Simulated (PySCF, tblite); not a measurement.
# C₅H₁₀N₂OSi: geometry, infrared bands, NMR shifts and electronic excitations

Aim: predict the infrared bands, NMR shifts and electronic excitations of C₅H₁₀N₂OSi (`C=N[Si@H](C)OCCC#N`).

Programs: tblite 0.8.0 and PySCF 2.14.0, with density-fitted response routines of our own. Each step states its level of theory. These are calculated values for one molecule in the gas phase, unless marked as measured. Atoms count from 0, in the outputs and in this text.

## Step 1: Starting geometry

19 atoms, charge 0, multiplicity 1; geometry from: force field or distance geometry start.

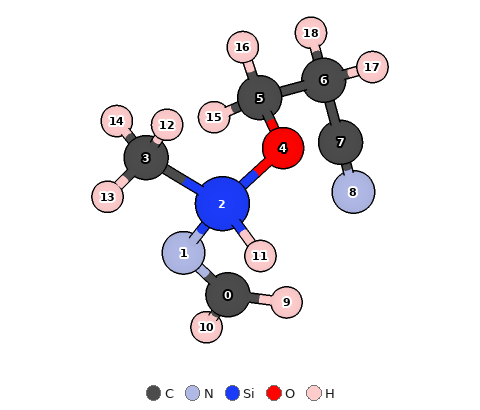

The starting geometry (carbon dark grey, nitrogen light blue, silicon blue, oxygen red, hydrogen pink), atoms numbered.

## Step 2: Relaxing the molecule with GFN2-xTB

What the job is given:

```
{"job": {"kind": "relax", "xc": "GFN2-xTB", "basis": "xTB"}, "charge": 0, "multiplicity": 1}
C     -1.249300    -1.577100    -1.440200
N     -1.292400    -0.281900    -1.408300
Si    -1.416800     0.420400     0.182700
C     -1.661100     2.238900    -0.071600
O     -0.032700     0.012300     0.993400
C      1.227300     0.388000     0.437600
C      2.291300    -0.600500     0.909300
C      2.128800    -1.895900     0.247100
N      1.997000    -2.926200    -0.290500
H     -1.315900    -2.244200    -0.554900
H     -1.170700    -2.079300    -2.418100
H     -2.584400    -0.196000     0.869000
H     -1.741400     2.754000     0.906300
H     -2.570700     2.442300    -0.628600
H     -0.827600     2.683500    -0.611100
H      1.221600     0.434100    -0.644900
H      1.482600     1.390600     0.822900
H      2.217900    -0.749100     1.997500
H      3.286500    -0.204500     0.695100
```

Started as:

```bash
$ OMP_NUM_THREADS=1 python probes_run.py task.json out
```

This one command runs all jobs of the session in turn.

**Question.** This job is followed by: GFN2-xTB harmonic vibrations, gas phase; PBE0-D3(BJ)/def2-SVP geometry optimisation, gas phase; GIAO PBE0/pcSseg-1 NMR shielding, non-relativistic, gas phase; TDDFT PBE0/def2-SVPD, vertical, gas phase, core orbitals frozen in the response; GIAO CAM-B3LYP/pcSseg-1 NMR shielding, non-relativistic, gas phase. Predict these results of the whole session: strongest single infrared mode (GFN2-xTB); zero-point energy (GFN2-xTB); point group; rotational constants (main isotopes); ¹³C shifts against TMS (PBE0/pcSseg-1); ¹H shifts against TMS (PBE0/pcSseg-1, means over atoms taken as alike); ¹⁵N shifts against NH3 (PBE0/pcSseg-1); ²⁹Si shifts against TMS (PBE0/pcSseg-1); ¹⁷O shifts against H2O (PBE0/pcSseg-1); surface potential, least and greatest; lowest singlet (PBE0/def2-SVPD); brightest single state of those computed; lowest triplet; vertical ionisation energy (ΔSCF); range of the shift of N1.

As calculated:

| quantity | value |
| --- | --- |
| strongest single infrared mode (GFN2-xTB) | 2278 cm⁻¹, 296 km/mol |
| zero-point energy (GFN2-xTB) | 89.6 kcal/mol |
| point group | C1 |
| rotational constants (main isotopes) | 1.88, 1.08, 0.81 GHz |
| ¹³C shifts against TMS (PBE0/pcSseg-1) | 183.7, 125.8, 60.8, 23.1, 0.4 ppm |
| ¹H shifts against TMS (PBE0/pcSseg-1, means over atoms taken as alike) | 8.82, 8.79, 5.31, 4.19, 3.79, 2.42, 1.92, 0.35 ppm |
| ¹⁵N shifts against NH3 (PBE0/pcSseg-1) | 417.0, 308.3 ppm |
| ²⁹Si shifts against TMS (PBE0/pcSseg-1) | 2.5 ppm |
| ¹⁷O shifts against H2O (PBE0/pcSseg-1) | 49.9 ppm |
| surface potential, least and greatest | -1.60 V and 1.31 V |
| lowest singlet (PBE0/def2-SVPD) | 4.04 eV (307 nm), f = 0.000 |
| brightest single state of those computed | state 9, 7.23 eV, f = 0.045 |
| lowest triplet | 3.42 eV |
| vertical ionisation energy (ΔSCF) | 9.04 eV |
| range of the shift of N1 | 417.0 to 429.0 ppm |

What this shows: The optimisation took 129 steps and gained 0.543 eV; among the close pairs (by a distance rule), C0–N1 changed most, from 1.296 to 1.246 Å (GFN2-xTB). No mode is imaginary among the 51: a minimum at this level. The strongest single mode, at 2278 cm⁻¹, moves mainly H11. GFN2-xTB is a fitted tight-binding method: band positions and strengths are rough. Its intensities can rank the bands wrongly. The optimisation took 23 steps and gained 0.319 eV; among the close pairs (by a distance rule), C3–H14 changed most, from 1.059 to 1.100 Å (PBE0/def2-SVP). At PBE0/pcSseg-1: The largest span, 806 ppm, is at N1, where the paramagnetic term is -487 ppm. By nearest atom (PBE0/pcSseg-1), the HOMO sits on N1 62 %; H9 11 % and the LUMO on C0 36 %; N1 29 %. The first singlet state (HOMO→LUMO 0.98) lies at 4.04 eV and is dark; of the 10 states computed, the strongest absorption comes from state 9 at 7.23 eV. The lowest triplet lies 0.62 eV below the lowest singlet (triplets in Tamm-Dancoff, singlets in full TDDFT). The orbital energy would give 7.06 eV for ionisation, ΔSCF gives 9.04 eV. In ppm, N1 moves most: its shift spreads over 12.0 ppm, from 417.0 (PBE0/pcSseg-1) to 429.0 (CAM-B3LYP/pcSseg-1).
